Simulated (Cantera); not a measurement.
Input: 1 mol MgCO₃, a varied amount of SO₃, 0.17 mol CO₂, equilibrated at 1075 K and 143 Torr.

These are equilibrium values from Cantera (NASA tables, ideal gas, pure condensed phases), not measurements of a reactor. Candidate condensed phases: C, Mg, MgCO₃, MgO, MgS, MgSO₄, S; 26 gas species. Mutual solubility and eutectic melting of coexisting phases are not modelled. Kinetics and transport are ignored.

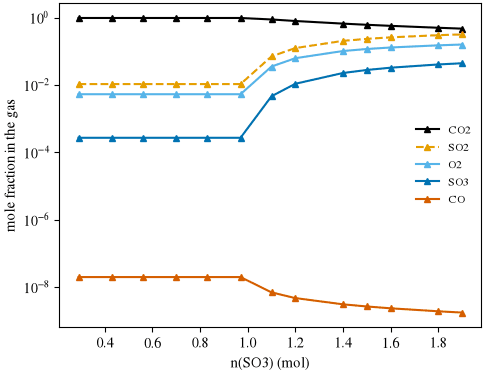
Figure: Equilibrium gas composition (values under 1e-9 drawn at 1e-9)

From 0.29 mol SO₃ to 0.97 mol SO₃ the condensed part is MgO(s) + MgSO₄(s). From 1.1 mol SO₃ to 1.9 mol SO₃ the condensed part is MgSO₄(s).
